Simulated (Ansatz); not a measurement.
**BCl₃H₂O (built from SMILES ClB(Cl)Cl.O): search for a transition state**

Aim: find the saddle point of a four-centre ligand exchange that is to form B1–O6, Cl2–H5 and break B1–Cl2, H5–O6, prove it by its vibrations, and relax downhill on both sides to see what it joins.

Program: Ansatz 0.2.0, Gaussian basis. Level of theory: PBE0-D4, def2-SVP first, then def2-TZVP. These are calculated values, not measurements.

152 further runs of the same task are left out: 152 set aside as unsound or not needed.

## (1) The starting structure

The guess: 7 atoms, charge 0, spin multiplicity 1.

Atoms are counted from 1 here; the program's logs count them from 0.

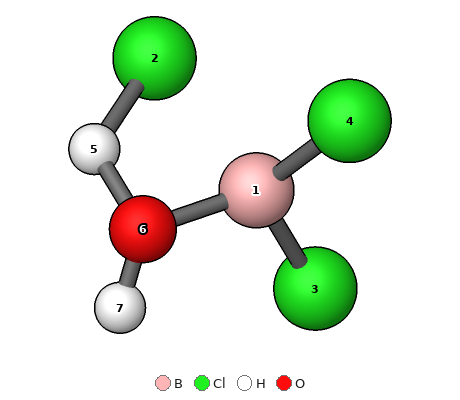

The starting geometry (boron pink, chlorine green, hydrogen white, oxygen red); atoms are numbered from 1 in the order of the file.

Coordinates:

```
B    -0.0508   -0.5417    0.2391
Cl    1.8423    0.5368    0.1889
Cl   -0.0650   -1.7498   -1.0484
Cl   -0.3692   -1.0407    1.8835
H     0.4692    1.2691   -0.1322
O    -0.6852    0.7645   -0.1400
H    -1.1414    0.7618   -0.9908
```

Distances that are to change: B1–O6 1.50 Å, Cl2–H5 1.59 Å, B1–Cl2 2.18 Å, H5–O6 1.26 Å.

## (2) Relaxing the guess with the reacting distances held

hold/in.yaml

```yaml
crystal:
  periodic: [false, false, false]
  atoms:
    - {symbol: B, position_ang: [-0.050800, -0.541700, 0.239100]}
    - {symbol: Cl, position_ang: [1.842300, 0.536800, 0.188900]}
    - {symbol: Cl, position_ang: [-0.065000, -1.749800, -1.048400]}
    - {symbol: Cl, position_ang: [-0.369200, -1.040700, 1.883500]}
    - {symbol: H, position_ang: [0.469200, 1.269100, -0.132200]}
    - {symbol: O, position_ang: [-0.685200, 0.764500, -0.140000]}
    - {symbol: H, position_ang: [-1.141400, 0.761800, -0.990800]}
basis:
  gaussian: {orbitals: def2-SVP}
hamiltonian: {xc: pbe0, dispersion: d4}
relax: {f_tol: 0.04, max_steps: 150, escape_saddle: false, constraints: [{distance: [0, 5]}, {distance: [1, 4]}, {distance: [0, 1]}, {distance: [4, 5]}]}
```

On the command line:

```bash
$ ansatz run in.yaml --threads 4 --pin off --events-out ev --progress --plain --max-ram 9574MiB
```

After this run come: A starting Hessian; Saddle search in the small basis; Saddle search in triple zeta; Vibrations at the point found; Relaxing after a step of 0.30 Å one way along the mode; Relaxing after a step of 0.30 Å the other way along the mode.

Q: Predict the outcome of this session. Wanted: imaginary mode; barrier from the start side; barrier from the end side; energy of the step; pairs that change; zero-point energy at the saddle.

**Answer**, as computed:

| quantity | value |
| --- | --- |
| imaginary mode | 1015i cm⁻¹ |
| barrier from the start side | 16.5 kcal/mol |
| barrier from the end side | 24.6 kcal/mol |
| energy of the step | -8.1 kcal/mol |
| pairs that change | B1–O6 tightened, Cl2–H5 formed, B1–Cl2 broken, H5–O6 broken |
| zero-point energy at the saddle | 0.775 eV |

In words: The point has a single imaginary mode (1015i cm⁻¹), as a transition state must. It joins the planned start and end. At PBE0-D4/def2-TZVP the electronic barrier is 16.5 kcal/mol, about 28 kT at 298 K, and the step runs 8.1 kcal/mol downhill. With so stiff a mode tunnelling counts: Wigner's rough correction is a factor of 2.0 at 298 K. A step off the saddle overshot and began above it in energy, so the link to its end is likely but not proven. The ends are the nearest minima, not always the lowest complexes.
